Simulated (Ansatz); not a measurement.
Consider BaTiO3 in the cubic perovskite structure (space group Pm-3m, No. 221; a = 4.019 Å).

Modification: 0.455 electrons added to each cell, a density of 7.0×10^21 cm⁻³, with a uniform compensating background at fixed cell and a 300 K Fermi–Dirac width.

Method: PBE, PAW, 420 eV (Ansatz, a program for electronic structure; spin-orbit coupling left out), earlier PAW set.

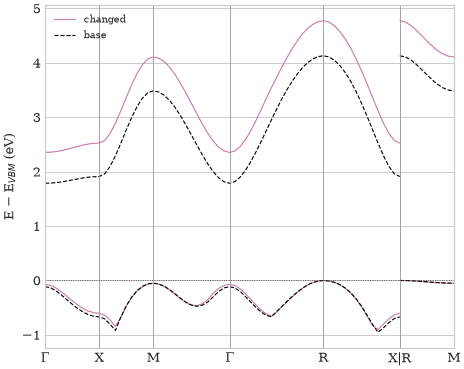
Figure. Highest valence and lowest conduction band along the path, each from its own valence-band maximum

Problem. From the figure, how large is the changed gap, and is it direct?

Solution. About 2.4 eV, indirect, R → Γ.

Charged cell with a jellium background: band edges are those of the host's band count, energies are not comparable with the neutral cell, and many-body gap narrowing is missing. Whether these cells are dynamically stable was not tested. All final runs are without spin polarisation. Many cubic perovskites are stable only at high temperature; tilts and polar distortions were not tested. This is not the structure that BaTiO3 has at room temperature and ambient pressure.
